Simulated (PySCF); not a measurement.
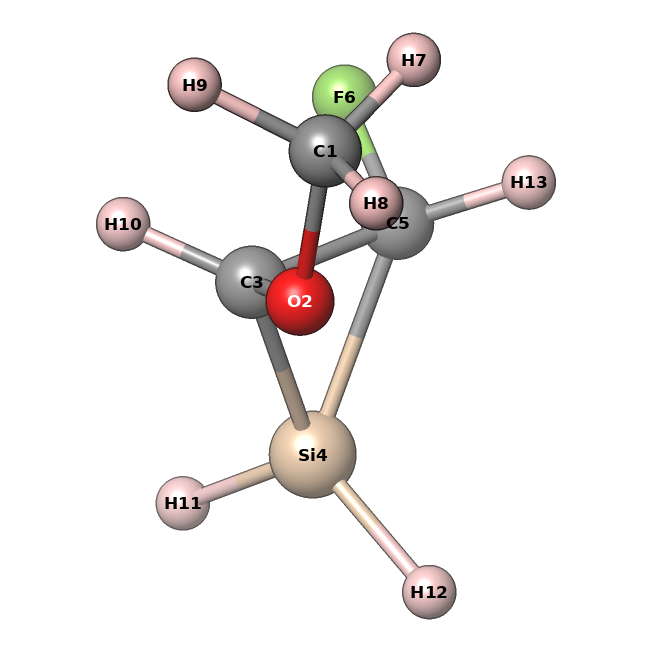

C3 lies behind O2. The molecule seen a little off the O2–C3 bond, O2 in front. Atoms fade into the background with distance from the viewer. Geometry: a frame of a GFN2-xTB molecular-dynamics simulation, not a minimum.

What is the torsion angle C1–O2–C3–Si4? The sign is positive where the front bond must turn clockwise to cover the back bond.

Answer. 153°, antiperiplanar (anti).
